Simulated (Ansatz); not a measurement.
## Electronic structure of C2H9GaN (SMILES [CH3][Ga]([CH3])[NH3+]) (charge +1) in real space

```tsv
atom	x (Å)	y (Å)	z (Å)
C	-2.1693	-0.5108	0.6281
C	0.0767	2.3840	-0.2466
Ga	-0.6425	0.6210	0.1833
N	1.0593	-0.7031	0.1620
H	-3.0780	0.0930	0.6918
H	-2.0012	-1.0077	1.5898
H	-2.3041	-1.2772	-0.1431
H	0.8464	2.6638	0.4809
H	-0.7219	3.1298	-0.2267
H	0.5274	2.3713	-1.2450
H	1.7492	-0.4378	-0.5462
H	0.7967	-1.6758	-0.0181
H	1.5519	-0.6961	1.0604
```

Geometry: B3LYP/6-31G*.

The calculation used Ansatz 0.2.0, isolated molecule in a Gaussian basis; Kohn-Sham density functional theory, functional PBE0.

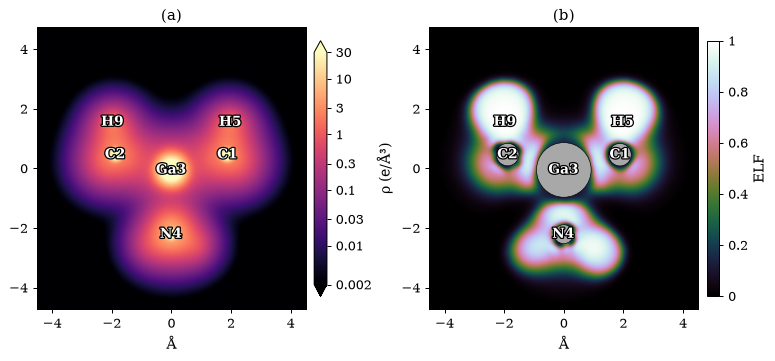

Figure 1. (a) total electron density; (b) electron localisation function on the plane of atoms C1, Ga3 and C2. Grey discs cover the atomic cores in the ELF map.

Question: What does the map show?

Answer: Atoms in the plane: C, Ga, N and H. C–Ga (1.95 Å): the density is about 0.81 e/Å³ at the midpoint; the ELF peaks at about 0.90 in the valence shell of C, 0.7 Å from its nucleus, and is about 0.60 at the midpoint. Ga–N (2.16 Å): ρ at the midpoint is about 0.47 e/Å³; the ELF peaks at about 0.95 in the valence shell of N, 0.7 Å from its nucleus, and is about 0.40 at the midpoint. C–H (1.09 Å): ρ at the midpoint is about 2 e/Å³; the ELF climbs to about 1 towards the hydrogen, as it does in any bond to H; an ordinary covalent bond to hydrogen.

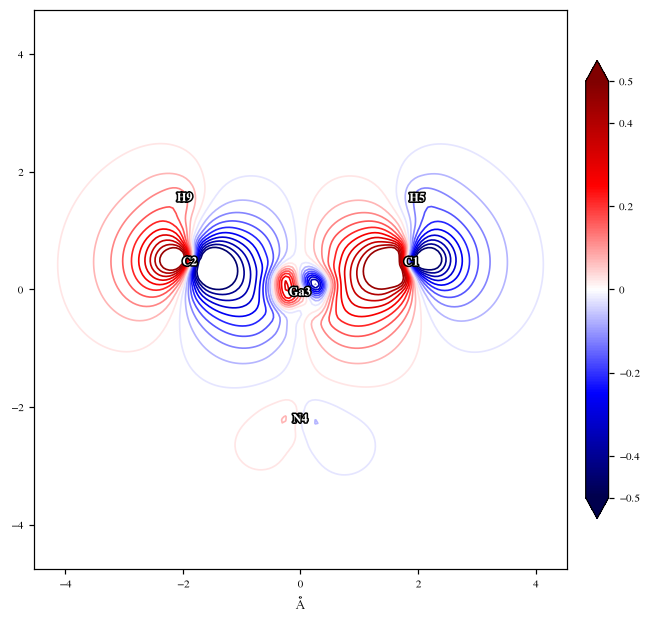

Figure 2. The HOMO on the plane of atoms C1, Ga3 and C2 (values in Å⁻³ᐟ²; the overall sign is arbitrary).

Question: What is the character of this orbital?

Answer: Its weight (Hirshfeld) is mainly on C2 (about 30 %), C1 (about 30 %) and Ga3 (about 25 %). Its energy is −12.85 eV.

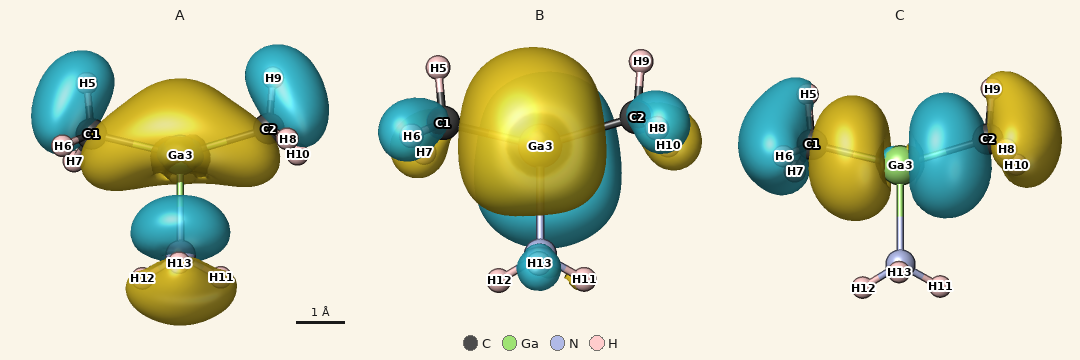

Figure 3. Three frontier orbitals at ±0.08 Å⁻³ᐟ² (yellow and cyan are the two phases), in no order.

Question: Which picture is the HOMO−1, the HOMO and the LUMO?

Answer: A is the HOMO−1 (−14.19 eV). By Hirshfeld shares it lies mainly on N4 (about 25 %), Ga3 (about 25 %), C2 (about 15 %) and C1 (about 15 %). C is the HOMO (−12.85 eV). By Hirshfeld shares it lies mainly on C2 (about 30 %), C1 (about 30 %) and Ga3 (about 25 %). B is the LUMO (−5.66 eV). Its weight (Hirshfeld) is mainly on Ga3 (about 70 %), C1 (about 5 %) and C2 (about 5 %).

Question: What is the HOMO–LUMO gap?

Answer: 7.19 eV between the orbital energies.
